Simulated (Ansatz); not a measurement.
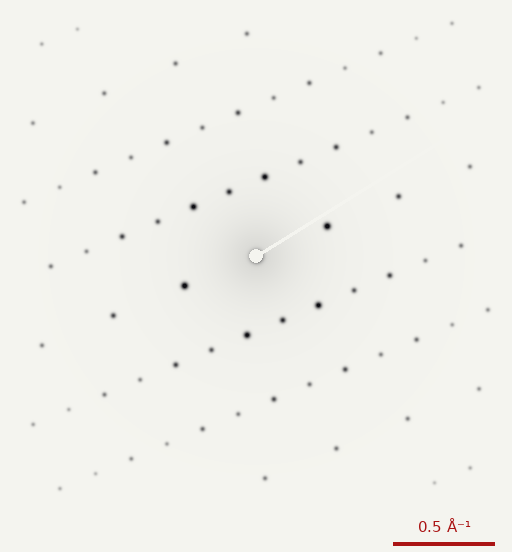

Computed electron diffraction pattern, 200 kV, single scattering only, B = 0.8 Å².

Phase: Sc, space group P6_3/mmc (No. 194), a = 3.329 Å, c = 5.187 Å (hexagonal axes). Structure: the input geometry of an electronic-structure calculation (not necessarily at equilibrium).

```
Sc
1.0
     3.32917    0.00000    0.00000
    -1.66458    2.88314    0.00000
     0.00000    0.00000    5.18724
Sc
2
Direct
  0.33333 0.66667 0.75000
  0.66667 0.33333 0.25000
```

Question: Measure the pattern against the scale bar and name the zone.

Answer: The spots form a rectangular net whose two shortest vectors correspond to d = 5.19 Å and 2.88 Å, 90.0° apart. They index as 0 0 1 (itself extinct) and 0 1 0, so the zone axis is ±[100] (or an equivalent direction of <100>).

Question: Which reflections of this zone are missing, and why?

Answer: A screw axis and a glide plane both extinguish reflections such as 0 0 1, 0 0 3, 0 0 5; reflections such as 0 3 -1, 0 3 1, 0 3 -3 are allowed by the space group but vanish because the atoms sit on special positions. In a thicker crystal double diffraction can put intensity into those places emptied by glide planes or screw axes that lie on the net of the visible spots, but never into those emptied by centring.

Question: List the strongest reflections.

Answer: Strongest reflections with d > 0.84 Å, one of each family (|F|² from tabulated Gaussian fits of the electron scattering factors, times a small damping for the curvature of the Ewald sphere):

```json
{"hkl": "0 0 2", "d (Å)": "2.594", "I (strongest = 100)": "100"}
{"hkl": "0 1 1", "d (Å)": "2.520", "I (strongest = 100)": "71"}
{"hkl": "0 1 0", "d (Å)": "2.883", "I (strongest = 100)": "31"}
{"hkl": "0 1 3", "d (Å)": "1.483", "I (strongest = 100)": "20"}
{"hkl": "0 0 4", "d (Å)": "1.297", "I (strongest = 100)": "18"}
{"hkl": "0 2 1", "d (Å)": "1.389", "I (strongest = 100)": "17"}
```
